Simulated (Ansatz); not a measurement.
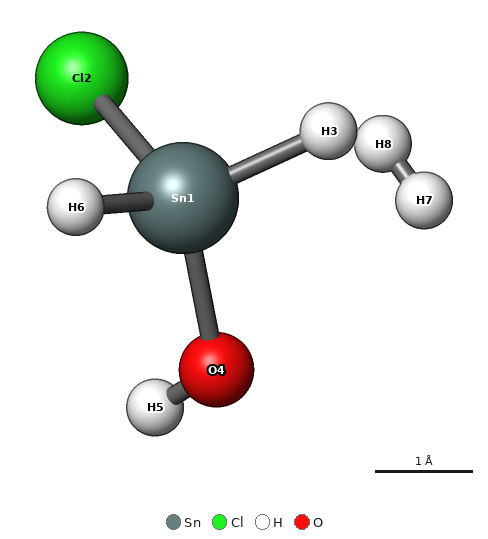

The input geometry (ball-and-stick view, seen at a tilt; atoms are numbered from 1 in the order of the input). Sticks mark near contacts. Bond lengths as drawn: Cl–Sn 2.36 Å, H–H 0.75 Å, H–O 0.95 Å, H–Sn 1.69 to 1.70 Å and O–Sn 1.95 Å.

## SnH5ClO: nudged elastic band

System: SnH5ClO.
Method: RHF/def2-SVP (Ansatz 0.2.0).

It belongs to a series of runs on one base structure; here: band between the two ends. Figures and captions count atoms from 1; the log counts them from 0 in places.

Input file
```yaml
crystal:
  periodic: [false, false, false]
  atoms:
    - { symbol: Sn, position_ang: [-0.197198, -0.49193, -0.173628] }
    - { symbol: Cl, position_ang: [-0.527912, -0.478302, 2.161247] }
    - { symbol: H, position_ang: [1.453376, -0.308144, -0.492114] }
    - { symbol: O, position_ang: [-1.085085, 1.102251, -0.870401] }
    - { symbol: H, position_ang: [-1.902611, 1.379599, -0.484581] }
    - { symbol: H, position_ang: [-0.950865, -1.894657, -0.761204] }
    - { symbol: H, position_ang: [1.3228, 2.950486, 1.177609] }
    - { symbol: H, position_ang: [1.309996, 2.557196, 1.812472] }
basis:
  gaussian: { orbitals: def2-SVP }
hamiltonian:
  xc: hf
neb:
  order_check: false
  images: 7
  f_tol: 0.05
  max_iterations: 60
  spring: { min: 2.0, max: 10.0 }
  final_atoms:
    - { symbol: Sn, position_ang: [0.66672407, 0.02208956, -0.53166676] }
    - { symbol: Cl, position_ang: [-0.96395513, 1.50532214, 3.26439294] }
    - { symbol: H, position_ang: [0.88865915, 0.37824319, -2.18608834] }
    - { symbol: O, position_ang: [-0.7846476, 1.21535357, 0.128066] }
    - { symbol: H, position_ang: [-1.55667893, 1.33114247, -0.40520748] }
    - { symbol: H, position_ang: [0.15013789, -1.58466218, -0.29811402] }
    - { symbol: H, position_ang: [2.00484868, 0.44056208, 0.42365545] }
    - { symbol: H, position_ang: [-0.98258713, 1.50844816, 1.97436221] }
  initial_path:
    images:
      - { positions_ang: [[-0.197198, -0.49193, -0.173628], [-0.527912, -0.478302, 2.161247], [1.453376, -0.308144, -0.492114], [-1.085085, 1.102251, -0.870401], [-1.902611, 1.379599, -0.484581], [-0.950865, -1.894657, -0.761204], [1.3228, 2.950486, 1.177609], [1.309996, 2.557196, 1.812472]] }
      - { positions_ang: [[-0.14823137, -0.3700426, -0.12803497], [-0.39560939, -0.34976096, 2.31304762], [1.4997603, -0.2350356, -0.51211441], [-1.04440481, 1.22342622, -0.81938899], [-1.89715238, 1.37335334, -0.5845546], [-0.91911282, -1.77875172, -0.70818553], [1.18389487, 2.65835554, 1.03953965], [1.1433566, 2.29495479, 1.76909123]] }
      - { positions_ang: [[-0.09926474, -0.2481552, -0.08244194], [-0.26330677, -0.22121992, 2.46484824], [1.5461446, -0.16192721, -0.53211482], [-1.00372462, 1.34460144, -0.76837698], [-1.89169375, 1.36710768, -0.6845282], [-0.88736065, -1.66284645, -0.65516706], [1.04498973, 2.36622509, 0.90147031], [0.97671721, 2.03271358, 1.72571047]] }
      - { positions_ang: [[-0.05029811, -0.12626781, -0.03684891], [-0.13100416, -0.09267889, 2.61664885], [1.5925289, -0.08881881, -0.55211523], [-0.96304444, 1.46577666, -0.71736497], [-1.88623513, 1.36086202, -0.7845018], [-0.85560847, -1.54694117, -0.6021486], [0.9060846, 2.07409463, 0.76340096], [0.81007781, 1.77047237, 1.6823297]] }
      - { positions_ang: [[-0.00133147, -0.00438041, 0.00874412], [0.00129845, 0.03586215, 2.76844947], [1.6389132, -0.01571042, -0.57211563], [-0.92236425, 1.58695188, -0.66635296], [-1.8807765, 1.35461636, -0.88447541], [-0.8238563, -1.4310359, -0.54913013], [0.76717947, 1.78196418, 0.62533161], [0.64343841, 1.50823116, 1.63894893]] }
      - { positions_ang: [[0.16568241, 0.00223708, -0.1263586], [-0.24001494, 0.40322715, 2.89243534], [1.45134968, 0.08277799, -0.97560881], [-0.88793509, 1.4940523, -0.46774822], [-1.79975211, 1.34874789, -0.76465842], [-0.58035775, -1.46944247, -0.4863761], [1.07659677, 1.44661365, 0.57491257], [0.23693203, 1.50828541, 1.72280225]] }
      - { positions_ang: [[0.3326963, 0.00885458, -0.26146132], [-0.48132834, 0.77059215, 3.01642121], [1.26378617, 0.18126639, -1.37910199], [-0.85350593, 1.40115272, -0.26914348], [-1.71872772, 1.34287942, -0.64484144], [-0.3368592, -1.50784904, -0.42362207], [1.38601407, 1.11126313, 0.52449353], [-0.16957436, 1.50833966, 1.80665557]] }
      - { positions_ang: [[0.49971019, 0.01547207, -0.39656404], [-0.72264173, 1.13795714, 3.14040707], [1.07622266, 0.27975479, -1.78259516], [-0.81907676, 1.30825314, -0.07053874], [-1.63770333, 1.33701095, -0.52502446], [-0.09336066, -1.54625561, -0.36086805], [1.69543138, 0.77591261, 0.47407449], [-0.57608074, 1.50839391, 1.89050889]] }
      - { positions_ang: [[0.66672407, 0.02208956, -0.53166676], [-0.96395513, 1.50532214, 3.26439294], [0.88865915, 0.37824319, -2.18608834], [-0.7846476, 1.21535357, 0.128066], [-1.55667893, 1.33114247, -0.40520748], [0.15013789, -1.58466218, -0.29811402], [2.00484868, 0.44056208, 0.42365545], [-0.98258713, 1.50844816, 1.97436221]] }
```

Run on 1 thread of Arm Neoverse V2, 24 GiB of memory available, shared host.

Launched with:
```bash
ansatz run input.yaml --threads 1 --pin off --max-ram 2048MiB --backend cpu --events-out ev --progress --plain --runs-dir out
```

Log
```
Engine: ansatz 0.2.0, aarch64-unknown-linux-gnu
Functional definition: HF
  exchange = exact_x
  correlation = 0
949 factors; integrals over basis functions are off by at most 3.3e-4 eV
mean field evaluation 1: about -20417.0072 eV, gradient 3.7e1 eV
mean field evaluation 2: about -20417.0127 eV, gradient 3.7e1 eV
mean field evaluation 4: about -20419.9115 eV, gradient 2.3e0 eV
mean field evaluation 8: about -20419.9318 eV, gradient 1.4e-4 eV
mean field -20419.93175055 eV, -750.4186507059 hartree, gradient 2.2e-5 eV, S^2 0.000000; 0 other end points of the search recorded, 0 dependent functions left out
the calculation of the forces begins
reference -20419.93175055 eV, -750.4186507059 hartree; 26, 26 occupied and 57, 57 virtual orbitals, 949 factors
951 factors; integrals over basis functions are off by at most 8.8e-4 eV
mean field evaluation 16: about -20419.5059 eV, gradient 5.8e-1 eV
mean field -20419.51462262 eV, -750.4033215371 hartree, gradient 2.4e-5 eV, S^2 0.000000; 0 other end points of the search recorded, 0 dependent functions left out
[... from here on the field's lines of each further geometry are left out, up to the last ...]
NEB iter   1: max|band force component| = 4.844e0 eV/Å  barrier→ = 4.7980 eV  barrier← = 4.3809 eV  Δτ_max = 0.2000 Å  (277 SCF iters)
NEB iter   2: max|band force component| = 3.904e0 eV/Å  barrier→ = 3.4845 eV  barrier← = 3.0673 eV  Δτ_max = 0.2000 Å  (219 SCF iters)
NEB iter   3: max|band force component| = 1.585e0 eV/Å  barrier→ = 2.7071 eV  barrier← = 2.2900 eV  Δτ_max = 0.2000 Å  (212 SCF iters)
NEB iter   4: max|band force component| = 8.654e-1 eV/Å  barrier→ = 2.8090 eV  barrier← = 2.3919 eV  Δτ_max = 0.2000 Å  (213 SCF iters)
NEB iter   5: max|band force component| = 2.577e0 eV/Å  barrier→ = 2.5019 eV  barrier← = 2.0848 eV  Δτ_max = 0.1017 Å  (213 SCF iters)
NEB iter   6: max|band force component| = 1.323e0 eV/Å  barrier→ = 2.4721 eV  barrier← = 2.0550 eV  Δτ_max = 0.1001 Å  (224 SCF iters)
NEB iter   7: max|band force component| = 6.590e-1 eV/Å  barrier→ = 2.4426 eV  barrier← = 2.0255 eV  Δτ_max = 0.2000 Å  (226 SCF iters)
NEB iter   8: max|band force component| = 5.036e-1 eV/Å  barrier→ = 2.3958 eV  barrier← = 1.9786 eV  Δτ_max = 0.1991 Å  (220 SCF iters)
NEB iter   9: max|band force component| = 9.646e-1 eV/Å  barrier→ = 2.3137 eV  barrier← = 1.8966 eV  CI = image 3  Δτ_max = 0.2000 Å  (223 SCF iters)
NEB iter  10: max|band force component| = 5.977e-1 eV/Å  barrier→ = 2.4563 eV  barrier← = 2.0392 eV  CI = image 3  Δτ_max = 0.2000 Å  (225 SCF iters)
NEB iter  11: max|band force component| = 2.074e0 eV/Å  barrier→ = 2.4197 eV  barrier← = 2.0026 eV  CI = image 3  Δτ_max = 0.0993 Å  (207 SCF iters)
NEB iter  12: max|band force component| = 4.685e-1 eV/Å  barrier→ = 2.4046 eV  barrier← = 1.9875 eV  CI = image 3  Δτ_max = 0.1431 Å  (209 SCF iters)
NEB iter  13: max|band force component| = 4.426e-1 eV/Å  barrier→ = 2.3899 eV  barrier← = 1.9728 eV  CI = image 3  Δτ_max = 0.1352 Å  (209 SCF iters)
NEB iter  14: max|band force component| = 2.756e-1 eV/Å  barrier→ = 2.3873 eV  barrier← = 1.9702 eV  CI = image 3  Δτ_max = 0.0883 Å  (214 SCF iters)
NEB iter  15: max|band force component| = 2.482e-1 eV/Å  barrier→ = 2.3859 eV  barrier← = 1.9688 eV  CI = image 3  Δτ_max = 0.1852 Å  (215 SCF iters)
NEB iter  16: max|band force component| = 2.724e0 eV/Å  barrier→ = 2.3857 eV  barrier← = 1.9686 eV  CI = image 3  Δτ_max = 0.1009 Å  (225 SCF iters)
NEB iter  17: max|band force component| = 1.117e0 eV/Å  barrier→ = 2.3857 eV  barrier← = 1.9685 eV  CI = image 3  Δτ_max = 0.1237 Å  (212 SCF iters)
NEB iter  18: max|band force component| = 1.264e0 eV/Å  barrier→ = 2.3856 eV  barrier← = 1.9685 eV  CI = image 3  Δτ_max = 0.0604 Å  (202 SCF iters)
NEB iter  19: max|band force component| = 2.625e-1 eV/Å  barrier→ = 2.3856 eV  barrier← = 1.9685 eV  CI = image 3  Δτ_max = 0.0321 Å  (193 SCF iters)
NEB iter  20: max|band force component| = 9.503e-2 eV/Å  barrier→ = 2.3856 eV  barrier← = 1.9685 eV  CI = image 3  Δτ_max = 0.0076 Å  (196 SCF iters)
NEB iter  21: max|band force component| = 6.767e-2 eV/Å  barrier→ = 2.3856 eV  barrier← = 1.9685 eV  CI = image 3  Δτ_max = 0.0258 Å  (197 SCF iters)
NEB iter  22: max|band force component| = 1.239e-1 eV/Å  barrier→ = 2.3856 eV  barrier← = 1.9685 eV  CI = image 3  Δτ_max = 0.0128 Å  (189 SCF iters)
the calculation of the forces begins
reference -20419.31576162 eV, -750.3960135303 hartree; 26, 26 occupied and 57, 57 virtual orbitals, 954 factors
952 factors; integrals over basis functions are off by at most 1.2e-3 eV
mean field evaluation 1280: about -20417.5350 eV, gradient 8.8e-1 eV
mean field -20417.54611990 eV, -750.3309803965 hartree, gradient 8.6e-6 eV, S^2 0.000000; 1 other end points of the search recorded, 0 dependent functions left out
the calculation of the forces begins
reference -20417.54611990 eV, -750.3309803965 hartree; 26, 26 occupied and 57, 57 virtual orbitals, 952 factors
NEB iter  23: max|band force component| = 3.297e-2 eV/Å  barrier→ = 2.3856 eV  barrier← = 1.9685 eV  CI = image 3  Δτ_max = 0.0000 Å  (496 SCF iters)
```

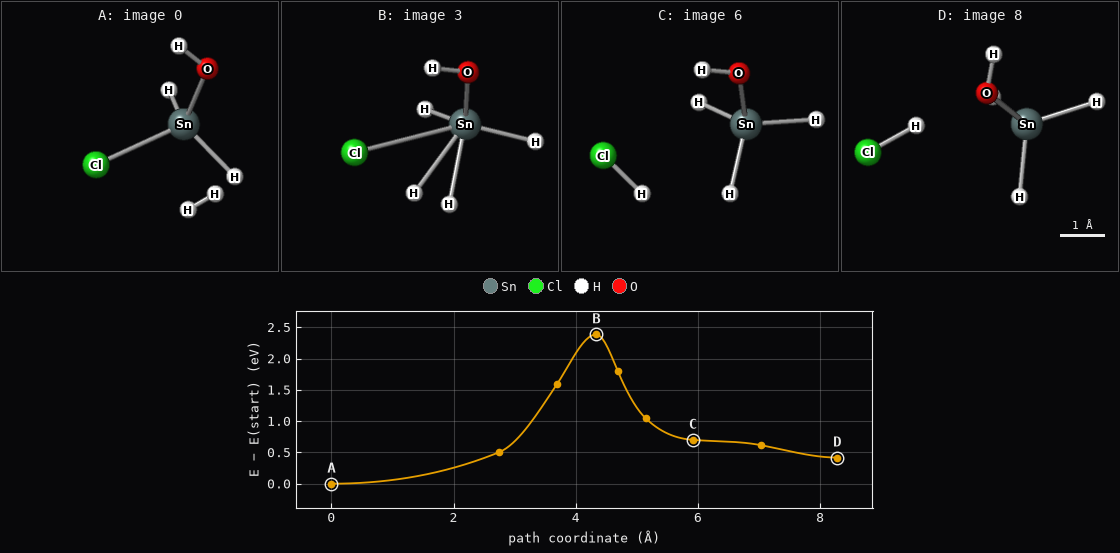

Images of the last band (counted from 0; ball-and-stick, seen at a tilt) above the energy along the path; the line is a cubic interpolation that uses the forces. The highest image is number 3, 2.386 eV above the start and 1.969 eV above the end (the climbing image); the end lies 0.417 eV above the start. The path is 8.28 Å long. The band converged in 23 iterations.

```
Total energy: -20417.54611990 eV, -750.3309803965 hartree
Atom 0 at     0.225670     0.162232    -0.276084 Å, force     0.000007     0.000225    -0.000523 eV/Å
Atom 1 at    -1.034134     0.825296     2.271831 Å, force     0.000119     0.000008    -0.000088 eV/Å
Atom 2 at     1.486510     0.417644    -1.390958 Å, force    -0.000094     0.000022     0.000182 eV/Å
Atom 3 at    -1.200107     1.299669    -0.924495 Å, force     0.000035    -0.000528     0.001010 eV/Å
Atom 4 at    -1.862551     1.494441    -0.273957 Å, force    -0.000028     0.000220    -0.000708 eV/Å
Atom 5 at    -0.051750    -1.435861     0.174178 Å, force    -0.000134    -0.000052    -0.000089 eV/Å
Atom 6 at     1.296556     1.019833     1.129011 Å, force    -0.000027    -0.000007     0.000065 eV/Å
Atom 7 at     0.562307     1.033245     1.659874 Å, force     0.000122     0.000114     0.000151 eV/Å
Dipole moment:     0.618704    -0.395045    -0.498205 e Å
this run last wrote the band of iteration 23 to [file]
```

The last band as extended XYZ (Å, eV, eV/Å)
```
8
Properties=species:S:1:pos:R:3:forces:R:3 image=0 energy=-20419.93175
Sn   -0.1972   -0.4919   -0.1736    0.0048   0.0023   0.0017
Cl   -0.5279   -0.4783    2.1612    0.0008  -0.0020  -0.0012
H     1.4534   -0.3081   -0.4921    0.0002  -0.0031  -0.0022
O    -1.0851    1.1023   -0.8704   -0.0240   0.0097   0.0053
H    -1.9026    1.3796   -0.4846    0.0214  -0.0063  -0.0095
H    -0.9509   -1.8947   -0.7612   -0.0015  -0.0010   0.0038
H     1.3228    2.9505    1.1776    0.0010   0.0002   0.0033
H     1.3100    2.5572    1.8125   -0.0028   0.0001  -0.0011
8
Properties=species:S:1:pos:R:3:forces:R:3 image=1 energy=-20419.43024
Sn   -0.1302    0.0250   -0.1708   -0.1599  -0.0858   0.0026
Cl   -1.0038    0.5338    1.9975    0.0714  -0.0733  -0.0630
H     1.3071    0.6378   -0.8433   -0.0693   0.0476   0.2868
O    -1.5323    0.9796   -1.1364   -0.1282  -0.1259  -0.1165
H    -2.1858    1.3213   -0.5420   -0.1277  -0.0021  -0.1711
H    -0.1150   -1.6655   -0.0976   -0.1889  -0.1186  -0.2061
H     1.8241    1.5131    1.3412    0.2869   0.1772   0.1253
H     1.2584    1.4714    1.8208    0.3157   0.1809   0.1420
8
Properties=species:S:1:pos:R:3:forces:R:3 image=2 energy=-20418.34254
Sn    0.0468    0.1266   -0.1766   -0.5000  -0.1114   0.2368
Cl   -1.1142    0.6656    2.0610   -0.1793  -0.3346  -0.5235
H     1.4100    0.5118   -1.1739   -0.2057   0.0885   0.5423
O    -1.3267    1.2115   -1.0069   -0.2303  -0.0428  -0.1893
H    -1.9786    1.4313   -0.3548   -0.1830   0.0850  -0.1838
H     0.0050   -1.5261    0.1410   -0.1125  -0.2312  -0.1410
H     1.4948    1.2065    1.2145    0.5498   0.2732   0.2308
H     0.8855    1.1893    1.6651    0.8610   0.2732   0.0277
8
Properties=species:S:1:pos:R:3:forces:R:3 image=3 energy=-20417.54612
Sn    0.2257    0.1622   -0.2761    0.0000   0.0002  -0.0005
Cl   -1.0341    0.8253    2.2718    0.0001   0.0000  -0.0001
H     1.4865    0.4176   -1.3910   -0.0001   0.0000   0.0002
O    -1.2001    1.2997   -0.9245    0.0000  -0.0005   0.0010
H    -1.8626    1.4944   -0.2740    0.0000   0.0002  -0.0007
H    -0.0517   -1.4359    0.1742   -0.0001  -0.0001  -0.0001
H     1.2966    1.0198    1.1290    0.0000   0.0000   0.0001
H     0.5623    1.0332    1.6599    0.0001   0.0001   0.0002
8
Properties=species:S:1:pos:R:3:forces:R:3 image=4 energy=-20418.12751
Sn    0.3083    0.1761   -0.3103    0.7517   0.1225  -0.2007
Cl   -0.9308    0.8751    2.3420    0.6239   0.3112   0.4589
H     1.4855    0.3633   -1.4881    0.1135  -0.1626  -0.6353
O    -1.1609    1.3368   -0.8925    0.1523  -0.1303   0.1212
H    -1.8243    1.5561   -0.2538    0.0656  -0.0565  -0.0130
H    -0.1255   -1.4093    0.1343   -0.0129   0.1792  -0.1011
H     1.3120    0.9197    1.0194   -0.0206  -0.3051  -0.7916
H     0.3582    0.9987    1.8185   -1.6734   0.0415   1.1617
8
Properties=species:S:1:pos:R:3:forces:R:3 image=5 energy=-20418.88760
Sn    0.4033    0.1865   -0.3930    0.2169   0.0104  -0.1819
Cl   -0.9487    0.9303    2.5522   -0.1379   0.1056   0.3810
H     1.4418    0.2937   -1.7142   -0.0023  -0.1526  -0.4020
O    -1.1446    1.3032   -0.8648    0.1063  -0.0220   0.0181
H    -1.7989    1.4928   -0.2085    0.1016  -0.0808   0.0118
H    -0.0888   -1.3729    0.0951    0.0338   0.0755  -0.1193
H     1.3380    0.9156    0.8705    0.0365  -0.0464  -0.2244
H     0.2203    1.0674    2.0320   -0.3548   0.1102   0.5168
8
Properties=species:S:1:pos:R:3:forces:R:3 image=6 energy=-20419.23172
Sn    0.4704    0.1735   -0.5523    0.0180  -0.0044  -0.0264
Cl   -1.0623    0.9625    2.8173   -0.0399   0.0082   0.0471
H     1.2952    0.1930   -2.0365   -0.0141  -0.0228  -0.0544
O    -1.1193    1.2940   -0.8467    0.0156   0.0014  -0.0064
H    -1.7188    1.4017   -0.1240    0.0202  -0.0124   0.0068
H    -0.0096   -1.3880   -0.0584    0.0117  -0.0036  -0.0321
H     1.4358    0.9025    0.6659    0.0158  -0.0078  -0.0301
H     0.1311    1.2772    2.5041   -0.0273   0.0413   0.0956
8
Properties=species:S:1:pos:R:3:forces:R:3 image=7 energy=-20419.31576
Sn    0.5708    0.1246   -0.5343    0.0227  -0.0045   0.0013
Cl   -0.9113    0.9282    3.0624    0.0311  -0.0209   0.0577
H     1.1656    0.1712   -2.1301   -0.0285   0.0056  -0.0200
O    -0.8743    1.4666   -0.3836    0.0560   0.0329   0.1059
H    -1.7632    1.1752   -0.2552   -0.0088  -0.0400  -0.0267
H    -0.0510   -1.4099   -0.1237   -0.0094  -0.0021  -0.0241
H     1.7233    0.6852    0.5873    0.0645  -0.0509  -0.0149
H    -0.4374    1.6753    2.1467   -0.1276   0.0798  -0.0790
8
Properties=species:S:1:pos:R:3:forces:R:3 image=8 energy=-20419.51462
Sn    0.6667    0.0221   -0.5317    0.0003  -0.0022   0.0053
Cl   -0.9640    1.5053    3.2644    0.0001   0.0010  -0.0086
H     0.8887    0.3782   -2.1861   -0.0034   0.0018   0.0030
O    -0.7846    1.2154    0.1281    0.0039  -0.0091   0.0014
H    -1.5567    1.3311   -0.4052    0.0019   0.0050  -0.0005
H     0.1501   -1.5847   -0.2981    0.0007  -0.0006  -0.0034
H     2.0048    0.4406    0.4237   -0.0015   0.0023  -0.0028
H    -0.9826    1.5084    1.9744   -0.0020   0.0017   0.0056
```

Results in brief

```json
{"quantity": "outcome", "value": "converged"}
{"quantity": "barrier, forward", "value": "2.386 eV"}
{"quantity": "barrier, backward", "value": "1.968 eV"}
{"quantity": "wall time", "value": "4.6 min"}
{"quantity": "peak memory", "value": "0.16 GiB"}
```

The order of the saddle point was not checked.
